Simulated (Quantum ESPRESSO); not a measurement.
The Gd L₃ edge of atom 1 in GdO (F-43m), with 4 O at 2.34 Å (tetrahedral, site symmetry -43m), was computed in 2 ways: excited-electron core hole (neutral cell) and no core hole. Program and functional: Quantum ESPRESSO XSpectra, LDA, without spin-orbit coupling, Lorentzian half width 2 eV (not a setting of the program: the run's 0.4 eV curve was folded afterwards with a further Lorentzian); cells of 2 and 8 atoms (the run without a hole in the smaller).

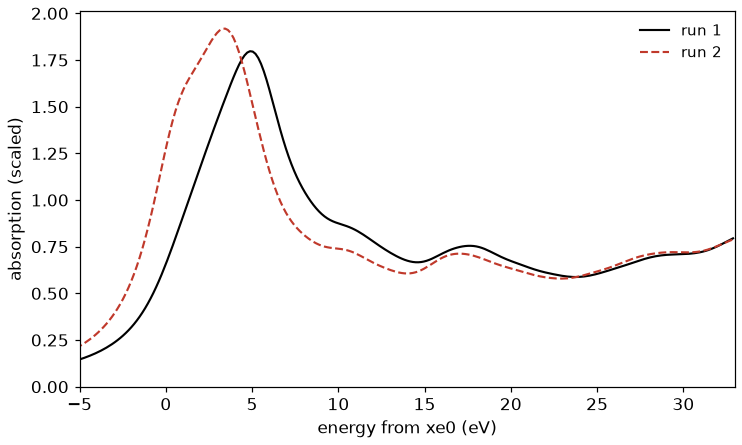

Each run is counted from its own lowest empty level or Fermi level and scaled to a mean of 1 over its first 20 eV.

Question: Which run is which?

Run 1: no core hole (area from −2 to 6 eV 9.1, main maxima 4.9 eV (1.80) and 17.7 eV (0.75)). Run 2: excited-electron core hole (neutral cell) (area from −2 to 6 eV 11.7, main maxima 3.4 eV (1.92) and 17.0 eV (0.71)). With each curve scaled to its own mean, the area from −2 to 6 eV with the hole is 11.7 against 9.1, and the centre of weight from −1 to 20 eV moves by -1.0 eV: the hole pulls the absorber's empty states down.

[Hosts, paths, dates, database ids (printed as entryN), source tags and the programs' standing remarks are cut or masked in the printed files.]

[Lists of maxima count a maximum above −3 eV only where it reaches 4 % of the highest in the window and stands out from its surroundings by 2 % of it (1.5 % where it reaches 55 %); shoulders and weaker maxima are passed over, and of the rest the first, up to two pre-edge ones and the few strongest are named.]
